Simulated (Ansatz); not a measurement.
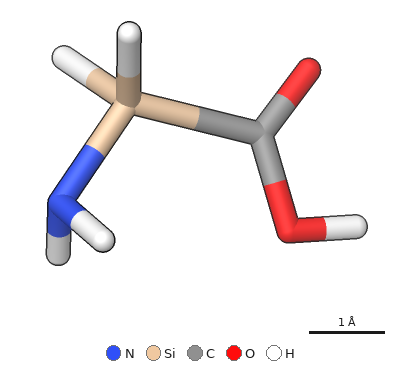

Starting structure of CH5NO2Si. The picture is a stick view, seen at a tilt.

The run prepares an end point of a later path (inversion) calculation, from a guessed geometry.

Method: RKS PBE/def2-SVP in Ansatz 0.2.0.

The input:
```yaml
crystal:
  periodic: [false, false, false]
  atoms:
    - { symbol: "N", position_ang: [1.2356, 1.2264, 0.455] }
    - { symbol: Si, position_ang: [0.2992, -0.1248, 0.922] }
    - { symbol: C, position_ang: [-0.8534, -0.7891, -0.4748] }
    - { symbol: O, position_ang: [-1.4362, -1.7691, -0.2667] }
    - { symbol: O, position_ang: [-0.844, -0.1663, -1.6801] }
    - { symbol: H, position_ang: [0.5181, 1.9889, 0.1324] }
    - { symbol: H, position_ang: [1.7492, 1.0315, -0.3839] }
    - { symbol: H, position_ang: [1.3694, -1.0942, 1.3209] }
    - { symbol: H, position_ang: [-0.4724, 0.3222, 2.1524] }
    - { symbol: H, position_ang: [-1.4824, -0.6768, -2.1742] }
basis:
  gaussian: { orbitals: def2-SVP }
hamiltonian:
  xc: pbe
relax:
  f_tol: 0.015
  max_steps: 40
```

Launched with:
```bash
ansatz run input.yaml --threads 2 --pin off --max-ram 3072MiB --backend cpu --events-out ev --progress --plain --runs-dir out
```

### Predict the outcome.

After 7 geometry steps the energy has fallen by 0.594 eV. Largest force component: 5 eV/Å at the start, 0.0055 eV/Å at the end. The largest move after the best rigid fit is that of H6, 0.33 Å. By element the largest moves are H 0.33 Å, O 0.17 Å, N 0.11 Å, C 0.11 Å, Si 0.08 Å. Some distances before and after: N1–H6 1.096 → 1.024 Å, C3–O4 1.159 → 1.219 Å, O5–H10 0.955 → 0.988 Å, N1–Si2 1.709 → 1.741 Å. Bond angles that change, for instance: Si2–N1–H6 105.8° → 118.1°, C3–Si2–H8 113.4° → 104.2°, N1–Si2–H8 101.1° → 108.7°. Cost: 11 s on 2 threads of AMD EPYC 7B13 (Zen 3), on a shared host, peak memory 0.17 GiB.

Final geometry:

```xyz
10

N     1.2403    1.3310    0.4221
Si    0.3232   -0.0822    0.8597
C    -0.8746   -0.8888   -0.4458
O    -1.5327   -1.8833   -0.1952
O    -0.9248   -0.2627   -1.6534
H     0.7328    2.2059    0.2639
H     1.9776    1.2296   -0.2809
H     1.2784   -1.1840    1.2139
H    -0.5702    0.2656    2.0142
H    -1.5669   -0.7824   -2.1954
```

The end point in the same view:

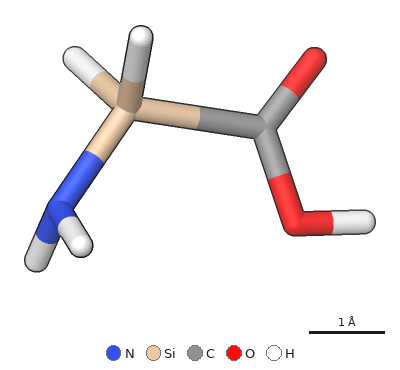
